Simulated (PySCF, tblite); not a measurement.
# C₆H₆NO radical: geometry, infrared bands and EPR parameters

Wanted: the infrared bands and EPR parameters of C₆H₆NO radical (`CC(=O)C1=C[N]C=C1`), by calculation.

The runs use tblite 0.8.0 and PySCF 2.14.0, with density-fitted response routines of our own; the level of theory stands in each step. All values are computed, except where a source is named. Atoms count from 0, in the outputs and in this text.

## Step 1: The molecule as given

14 atoms, charge 0, multiplicity 2; geometry from: force field or distance geometry start.

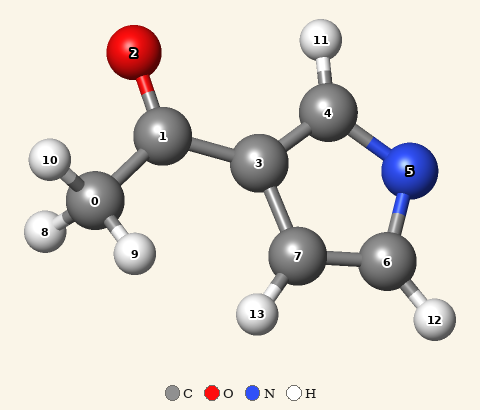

As it starts; carbon grey, oxygen red, nitrogen blue, hydrogen white, atoms numbered.

## Step 2: Optimising the geometry with GFN2-xTB

Job settings and geometry (Å):

```
{"job": {"kind": "relax", "xc": "GFN2-xTB", "basis": "xTB"}, "charge": 0, "multiplicity": 2}
C     -2.063100    -0.183200    -0.504800
C     -1.155500     0.138000     0.598200
O     -1.687400     0.407500     1.731000
C      0.294900     0.141700     0.457800
C      1.237000     0.389600     1.365900
N      2.508000     0.260800     0.730500
C      2.295300    -0.095800    -0.631300
C      0.976900    -0.170800    -0.784900
H     -2.500500     0.731700    -0.969900
H     -1.524800    -0.812200    -1.221300
H     -2.940500    -0.756400    -0.102800
H      1.033400     0.651400     2.390200
H      3.066600    -0.268400    -1.350200
H      0.459100    -0.434400    -1.730500
```

On the command line:

```
> OMP_NUM_THREADS=1 python probes_run.py task.json out
```

One launch serves the whole session: the jobs run in the order shown.

Standard output:

```text
step      E/eV     max force
  0    -619.48192    4.781
  1    -620.07973    4.152
  2    -620.24823    1.298
  3    -620.32910    0.917
  4    -620.41229    0.618
  5    -620.43816    0.549
  6    -620.45309    0.331
  7    -620.46066    0.350
  8    -620.46729    0.275
  9    -620.47120    0.143
 10    -620.47262    0.078
 11    -620.47341    0.117
 12    -620.47463    0.154
 13    -620.47600    0.122
 14    -620.47713    0.079
 15    -620.47790    0.071
 16    -620.47860    0.081
 17    -620.47944    0.086
 18    -620.48042    0.098
 19    -620.48147    0.089
 20    -620.48251    0.083
 21    -620.48346    0.098
 22    -620.48412    0.057
 23    -620.48445    0.053
 24    -620.48465    0.048
 25    -620.48490    0.061
 26    -620.48522    0.064
 27    -620.48551    0.048
 28    -620.48573    0.048
 29    -620.48593    0.051
 30    -620.48621    0.057
 31    -620.48664    0.071
 32    -620.48715    0.059
 33    -620.48767    0.055
 34    -620.48821    0.054
 35    -620.48891    0.088
 36    -620.48978    0.102
 37    -620.49071    0.082
 38    -620.49162    0.091
 39    -620.49257    0.094
 40    -620.49365    0.112
 41    -620.49498    0.139
 42    -620.49664    0.140
 43    -620.49857    0.131
 44    -620.49908    0.200
 45    -620.47257    0.736
 46    -620.50202    0.116
 47    -620.50296    0.094
 48    -620.50533    0.136
 49    -620.50618    0.059
 50    -620.50685    0.055
 51    -620.50834    0.056
 52    -620.50899    0.061
 53    -620.50986    0.057
 54    -620.51039    0.037
 55    -620.51065    0.036
 56    -620.51075    0.031
 57    -620.51084    0.023
 58    -620.51093    0.026
 59    -620.51100    0.021
 60    -620.51105    0.018
 61    -620.51110    0.015
 62    -620.51114    0.014
 63    -620.51117    0.012
 64    -620.51118    0.012
 65    -620.51120    0.010
 66    -620.51122    0.010
```

It took 0.41 s on 1 thread of Arm Neoverse V1, shared host; peak memory 0.18 GiB.

Step by step: (not every step is listed)

| step | energy from step 0 (eV) | largest force (eV/Å) |
| --- | --- | --- |
| 0 | 0.0000 | 4.7811 |
| 1 | -0.5978 | 4.1517 |
| 2 | -0.7663 | 1.2984 |
| 3 | -0.8472 | 0.9167 |
| 4 | -0.9304 | 0.6175 |
| 5 | -0.9562 | 0.5492 |
| 6 | -0.9712 | 0.3311 |
| 7 | -0.9787 | 0.3502 |
| 8 | -0.9854 | 0.2750 |
| 13 | -0.9941 | 0.1217 |
| 18 | -0.9985 | 0.0976 |
| 23 | -1.0025 | 0.0527 |
| 28 | -1.0038 | 0.0475 |
| 33 | -1.0058 | 0.0553 |
| 38 | -1.0097 | 0.0911 |
| 43 | -1.0167 | 0.1312 |
| 48 | -1.0234 | 0.1361 |
| 53 | -1.0279 | 0.0567 |
| 58 | -1.0290 | 0.0257 |
| 61 | -1.0292 | 0.0153 |
| 62 | -1.0292 | 0.0140 |
| 63 | -1.0293 | 0.0119 |
| 64 | -1.0293 | 0.0115 |
| 65 | -1.0293 | 0.0103 |
| 66 | -1.0293 | 0.0101 |

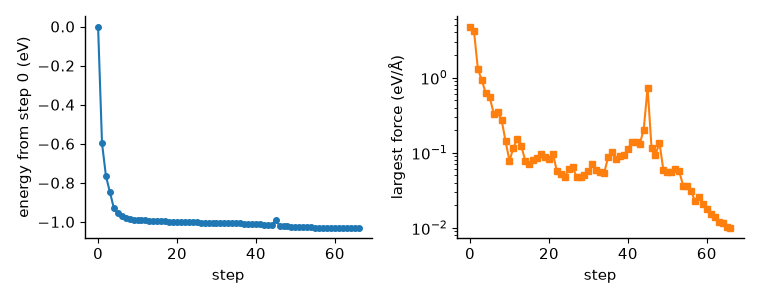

Energy and force, step by step.

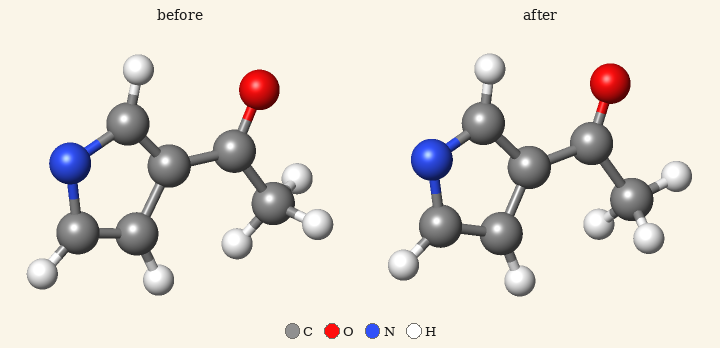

The geometry before (left) and after (right).

Close pairs (by a distance rule), those that changed most:

```
  bond  before (Å)  after (Å)  change (Å)
 C4–N5       1.427      1.312      -0.115
 C3–C4       1.332      1.443      +0.111
 N5–C6       1.424      1.347      -0.076
 C6–C7       1.329      1.405      +0.076
 C1–O2       1.280      1.212      -0.068
 C3–C7       1.452      1.393      -0.059
 C0–C1       1.464      1.515      +0.051
C7–H13       1.110      1.072      -0.038
```

The next job starts from the end point, and lists it.

## Step 3: Infrared spectrum with GFN2-xTB

Job settings and geometry (Å):

```
{"job": {"kind": "ir", "xc": "GFN2-xTB", "basis": "xTB"}, "charge": 0, "multiplicity": 2}
C     -2.094358    -0.231022    -0.489906
C     -1.181700     0.060185     0.684045
O     -1.614515     0.251197     1.800158
C      0.233893     0.079777     0.363569
C      1.281749     0.344925     1.319990
N      2.454966     0.299733     0.734445
C      2.258689     0.023114    -0.569542
C      0.887976    -0.103747    -0.852097
H     -1.972140     0.542139    -1.244977
H     -1.835191    -1.190832    -0.929622
H     -3.125423    -0.249736    -0.146921
H      1.152582     0.581670     2.358479
H      3.090871    -0.081973    -1.239714
H      0.461922    -0.325902    -1.810074
```

Standard output:

```text
mode    cm-1     km/mol
  1      57.2      1.77
  2     139.3      0.80
  3     164.2      1.99
  4     180.5      2.78
  5     223.8     10.38
  6     347.9      0.82
  7     486.9      3.76
  8     493.6      4.09
  9     551.8     20.34
 10     575.1     25.32
 11     725.5     18.99
 12     743.3     17.81
 13     750.1     12.93
 14     809.3      3.03
 15     849.8     12.94
 16     961.4      3.75
 17     972.6     19.19
 18    1021.8      4.20
 19    1046.7     13.98
 20    1083.4     15.88
 21    1135.1      5.30
 22    1180.0      3.89
 23    1279.3     94.01
 24    1298.6     38.71
 25    1352.1     22.11
 26    1420.2     43.61
 27    1450.6      7.39
 28    1452.6     11.62
 29    1470.9     62.94
 30    1696.3    339.32
 31    3032.8      7.06
 32    3038.4      4.86
 33    3056.6      4.12
 34    3149.2      7.34
 35    3160.2      1.44
 36    3170.5     15.53
```

Run time: 0.43 s. Hardware: 1 thread of Arm Neoverse V1, shared host; peak memory 0.18 GiB.

Which atoms move in the most intense modes:

```
cm⁻¹  km/mol                                atoms
 552    20.3           C1 31 %, H11 13 %, N5 11 %
 575    25.3  C1 24 %, O2 16 %, N5 14 %, H10 13 %
1279    94.0   C6 24 %, C7 21 %, C3 21 %, C1 14 %
1299    38.7   C3 31 %, N5 17 %, C7 16 %, C4 12 %
1352    22.1  H8 28 %, H9 28 %, H10 23 %, C0 18 %
1420    43.6   C3 27 %, N5 26 %, C7 16 %, C4 16 %
1471    62.9   C3 32 %, C4 17 %, C6 16 %, C7 15 %
1696   339.3                     C1 61 %, O2 37 %
```

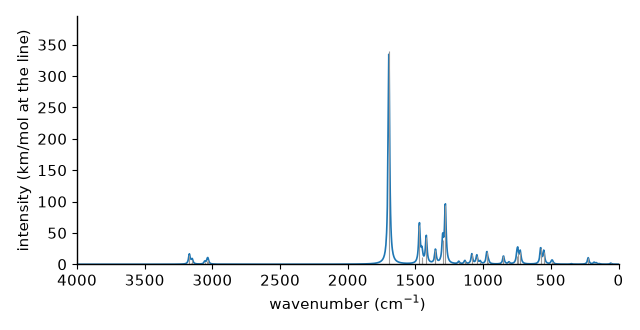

The infrared spectrum from these modes, unscaled. Lines are broadened to a width of 14 cm⁻¹ (Lorentzian).

## Step 4: EPR parameters: B3LYP/pcH-1

Settings changed since step 3:

```diff
@@ -1,2 +1,2 @@
-{"job": {"kind": "ir", "xc": "GFN2-xTB", "basis": "xTB"}, "charge": 0, "multiplicity": 2}
+{"job": {"kind": "epr", "basis": "pcH-1"}, "charge": 0, "multiplicity": 2}
 C     -2.094358    -0.231022    -0.489906
```

Method: UKS B3LYP, pcH-1 on C H N O, non-relativistic, mean-field spin-orbit, GIAO.

Standard output:

```text
UKS, coarse grid
  cycle   1  E = -362.01233397  |g| = 6.37e-01
  cycle   2  E = -360.80142772  |g| = 1.65e+00
  cycle   3  E = -362.10293752  |g| = 3.64e-01
  cycle   4  E = -362.17068931  |g| = 1.22e-01
  cycle   5  E = -362.17445195  |g| = 7.89e-02
  cycle   6  E = -362.17759276  |g| = 2.10e-02
  cycle   7  E = -362.17785378  |g| = 8.30e-03
  cycle   8  E = -362.17792052  |g| = 5.26e-03
  cycle   9  E = -362.17796331  |g| = 2.84e-03
  cycle  10  E = -362.17798178  |g| = 2.18e-03
  cycle  11  E = -362.17799299  |g| = 1.01e-03
  cycle  12  E = -362.17799671  |g| = 8.01e-04
UKS, final grid
  cycle   1  E = -362.17797904  |g| = 9.24e-04
  cycle   2  E = -362.17797885  |g| = 1.56e-03
  cycle   3  E = -362.17797994  |g| = 2.60e-04
  cycle   4  E = -362.17798006  |g| = 2.00e-04
  cycle   5  E = -362.17798035  |g| = 1.44e-04
  cycle   6  E = -362.17798037  |g| = 3.45e-05
  cycle   7  E = -362.17798037  |g| = 1.96e-05
E = -362.17798037 Eh   <S^2> = 0.7648 (exact 0.7500)
g shifts (ppm)      1          2          3
  rmc          -145       -145       -145
  gc             -2         28         37
  oz_so          -5        918       1856
  total        -152        801       1748
hyperfine (MHz)  atom isotope    a_iso     a_fc   dipolar eigenvalues
    0   13C      -0.61      -0.61     -0.36     -0.25      0.61
    1   13C     -11.58     -11.58     -5.77      2.16      3.60
    2   17O      -5.30      -5.30    -24.50     11.99     12.51
    3   13C       4.34       4.34    -17.14    -15.93     33.07
    4   13C      34.00      34.00    -37.35    -35.00     72.36
    5   14N      -7.15      -7.15     -9.42      4.55      4.87
    6   13C      43.87      43.87    -43.49    -41.25     84.74
    7   13C     -14.64     -14.64     -4.50     -3.45      7.95
    8    1H      -2.26      -2.26     -1.36     -0.99      2.36
    9    1H      -2.06      -2.06     -1.38     -1.02      2.40
   10    1H      -0.54      -0.54     -0.92     -0.57      1.49
   11    1H     -32.52     -32.52    -17.61     -2.47     20.08
   12    1H     -36.75     -36.75    -20.88     -1.93     22.81
   13    1H      -4.53      -4.53     -4.44     -3.32      7.76
```

Run time: 64 s. Hardware: 1 thread of Arm Neoverse V1, shared host; peak memory 0.97 GiB.

Principal g values 2.00217, 2.00312, 2.00407; g(iso) = 2.00312, against 2.00232 for a free electron.

Mean a(iso) over the nuclei that a row names, and the largest dipolar term of the row (other rows stand at the frozen geometry):

```
     nuclei  isotope  a(iso) (MHz)  a(iso) (G, at g = 2.0023)  largest dipolar term (MHz)
         C6      13C          43.9                       15.7                        84.7
        H12       1H         -36.7                      -13.1                        22.8
         C4      13C          34.0                       12.1                        72.4
        H11       1H         -32.5                      -11.6                        20.1
         C7      13C         -14.6                       -5.2                         8.0
         C1      13C         -11.6                       -4.1                        -5.8
         N5      14N          -7.2                       -2.6                        -9.4
         O2      17O          -5.3                       -1.9                       -24.5
        H13       1H          -4.5                       -1.6                         7.8
         C3      13C           4.3                        1.5                        33.1
H8, H9, H10       1H          -1.6                       -0.6                         2.4
         C0      13C          -0.6                       -0.2                         0.6
```

Mulliken spin populations:

C0 0.00; C1 -0.05; O2 0.08; C3 0.18; C4 0.43; N5 -0.15; C6 0.52; C7 0.02; H8 0.00; H9 0.00; H10 0.00; H11 -0.02; H12 -0.02; H13 0.00

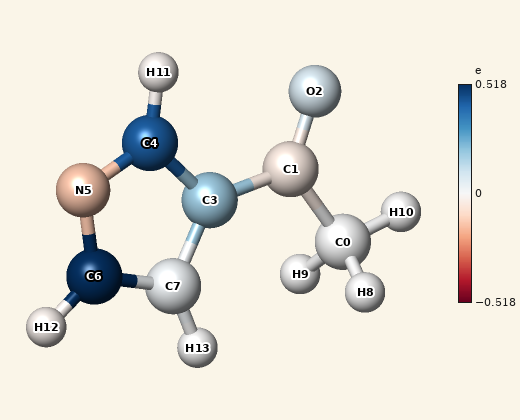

Mulliken spin populations, as colours on the atoms.

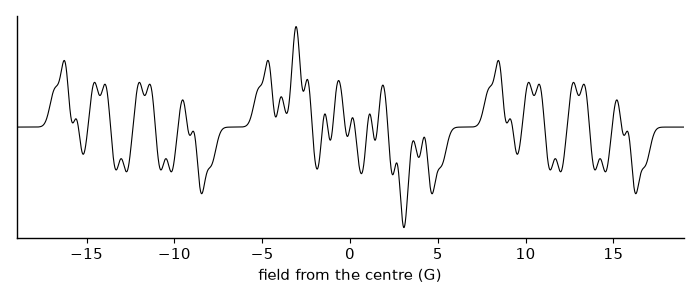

First-order isotropic spectrum (first derivative, main isotopes with spin only, couplings over 0.8 MHz, Gaussian width 0.3 G; couplings of the frozen geometry, rotation of groups not averaged beyond the rows shown).

The fields below are evaluated on a grid from the run's orbitals.

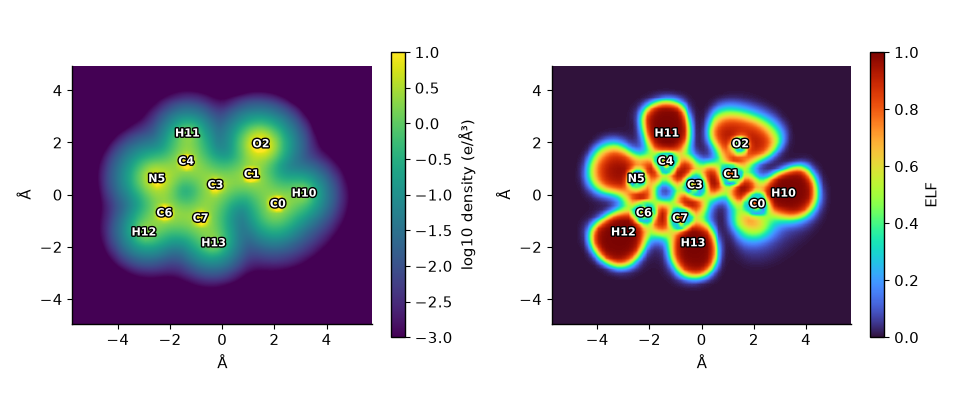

Density (left) and ELF (right) in a plane through or near 12 of the atoms.

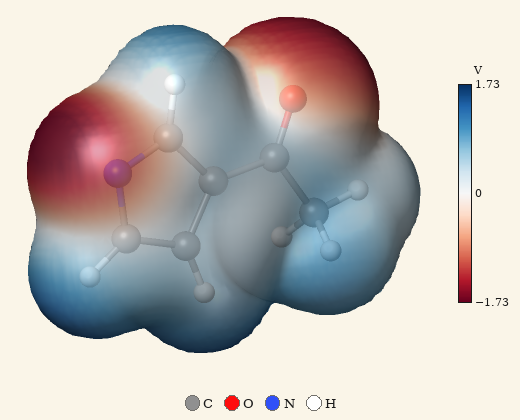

The potential that a unit positive charge feels on the 0.002 e/bohr³ surface, from -1.73 V near N5 to 1.49 V near H13.

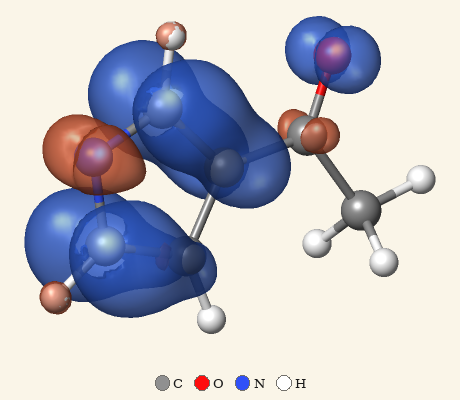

Spin density at ±0.02 e/Å³ (alpha excess blue, beta excess red).

## Step 5: What came out

```
                                 quantity                  value
strongest single infrared mode (GFN2-xTB)  1696 cm⁻¹, 339 km/mol
             zero-point energy (GFN2-xTB)          63.7 kcal/mol
                           g(iso) (B3LYP)                2.00312
                                     ⟨S²⟩     0.765 (exact 0.75)
       largest a(iso) (averaged by class)    13C on C6, 43.9 MHz
    surface potential, least and greatest     -1.73 V and 1.49 V
```

What this shows: Relaxing lowered the energy by 1.029 eV in 66 steps; the close pair that moved most is C4–N5, from 1.427 to 1.312 Å. All 36 modes are real, so the xTB geometry is a minimum. The strongest single mode, at 1696 cm⁻¹, moves mainly C1 and O2. Unscaled tight-binding wavenumbers are off by several per cent, some by more. Its intensities can rank the bands wrongly. The largest spin populations lie on C6 (0.52 e), C4 (0.43 e). The isotropic g lies 0.8 ppt above the free-electron value.
